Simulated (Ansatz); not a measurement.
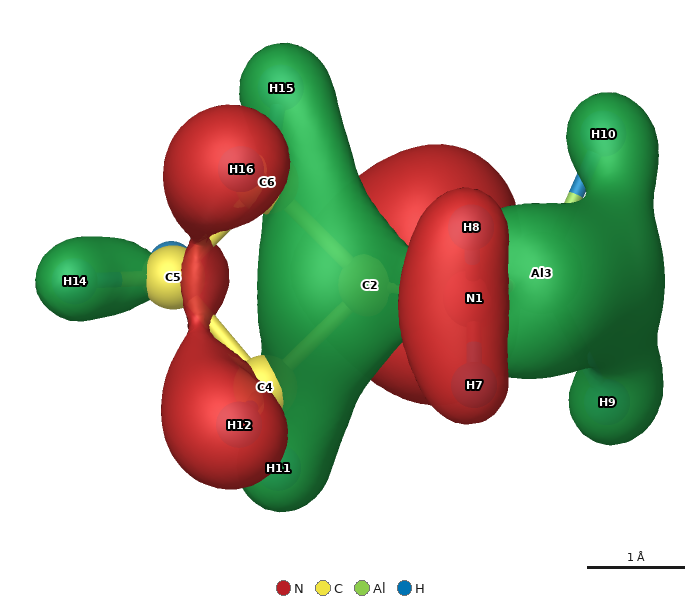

Figure. C$_{4}$H$_{10}$AlN. The HOMO at ±0.08 Å⁻³ᐟ² (green and red are the two phases), seen across its widest extent.

These are results of Ansatz 0.2.0, RKS PBE0-D4/6-31G*, not measurements.

Input file:

```
crystal:
  periodic: [false, false, false]
  atoms:
    - { symbol: "N", position_ang: [-0.135, -1.4727, 1.1567] }
    - { symbol: C, position_ang: [0.176, -0.2312, 0.381] }
    - { symbol: Al, position_ang: [1.921, 0.5275, 0.9782] }
    - { symbol: C, position_ang: [0.1211, -0.418, -1.1354] }
    - { symbol: C, position_ang: [-1.0927, 0.5731, -1.1792] }
    - { symbol: C, position_ang: [-0.9592, 0.8109, 0.34] }
    - { symbol: H, position_ang: [0.5506, -2.169, 0.9458] }
    - { symbol: H, position_ang: [-1.0686, -1.7801, 0.8123] }
    - { symbol: H, position_ang: [3.1857, 0.68691, -0.08307] }
    - { symbol: H, position_ang: [2.1457, 1.03157, 2.47955] }
    - { symbol: H, position_ang: [0.9177, -0.0749, -1.6902] }
    - { symbol: H, position_ang: [-0.2659, -1.441, -1.4083] }
    - { symbol: H, position_ang: [-0.8929, 1.5181, -1.7633] }
    - { symbol: H, position_ang: [-2.0919, 0.1276, -1.4219] }
    - { symbol: H, position_ang: [-0.645, 1.8183, 0.5873] }
    - { symbol: H, position_ang: [-1.8636, 0.5134, 0.9143] }
basis:
  gaussian: { orbitals: "6-31G*" }
hamiltonian:
  xc: pbe0
  dispersion: d4
relax:
  f_tol: 0.015
  max_steps: 40
output:
  orbitals: {}
```

Command:

```sh
ansatz run input.yaml --threads 2 --pin off --max-ram 3072MiB --backend cpu --events-out ev --progress --plain --runs-dir out
```

The fields are those of the relaxed geometry.

Q: Describe this orbital and give its energy.

A: By Hirshfeld shares it lies mainly on C2 (about 40 %), Al3 (about 20 %), N1 (about 10 %), C4 (about 5 %) and C6 (about 5 %). Its energy is −6.21 eV.
